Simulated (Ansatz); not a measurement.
```xyz
4

B     0.3070    0.0000    0.1276
F     0.3603    0.0000    1.4497
H     1.3407    0.0000   -0.4744
H    -0.7718    0.0000   -0.3893
```

Computed with Ansatz 0.2.0, RKS B3LYP-D4/6-31G*.

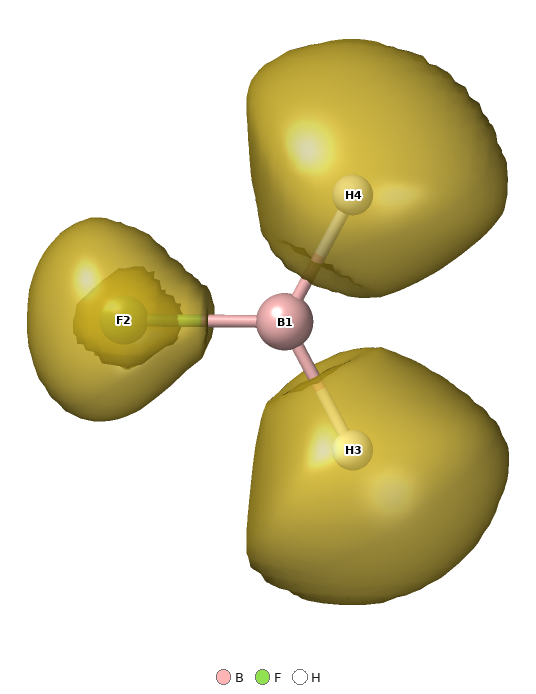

BFH2. Isosurface of the electron localisation function at 0.75 (yellow), seen across its widest extent. Only the valence region is drawn (cores and ρ < 0.01 e/Å³ removed).

**Identify the bonds, lone pairs and shells in this picture.**

The surface consists of two regions around hydrogen nuclei and one region on F in which the atom's valence shell and bonds are merged. Profiles from the grid: B–F (1.32 Å): the ELF peaks at about 0.85 between the atoms: a shared but strongly polarised pair. B–H (1.20 Å): the ELF climbs to about 1 towards the hydrogen, as it does in any bond to H: a covalent bond by its length.
